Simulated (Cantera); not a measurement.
Feed: 1 mol SiCl₄, 0.69 mol O₃, 1.4 mol N₂, at 10.0 Torr.

These are equilibrium values from Cantera (NASA tables, ideal gas, pure condensed phases), not measurements of a reactor. Candidate condensed phases: Si, SiO₂, Si₂N₂O, Si₃N₄; 23 gas species. The tables hold silica as quartz up to 1696 K and as liquid above; real silica turns to tridymite and cristobalite and melts near 1996 K. The numbers say what is thermodynamically allowed, not how fast it happens.

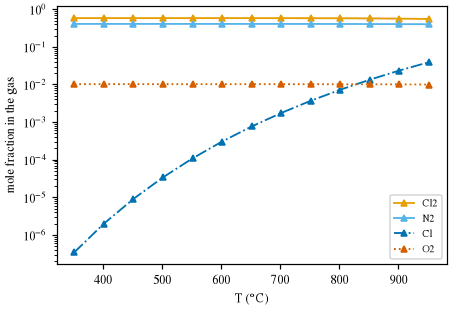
Fig. 1. Equilibrium gas composition (values under 1e-9 drawn at 1e-9)

From 352 °C to 552 °C the condensed part is SiO₂(α-quartz). From 602 °C to 952 °C the condensed part is SiO₂(β-quartz).
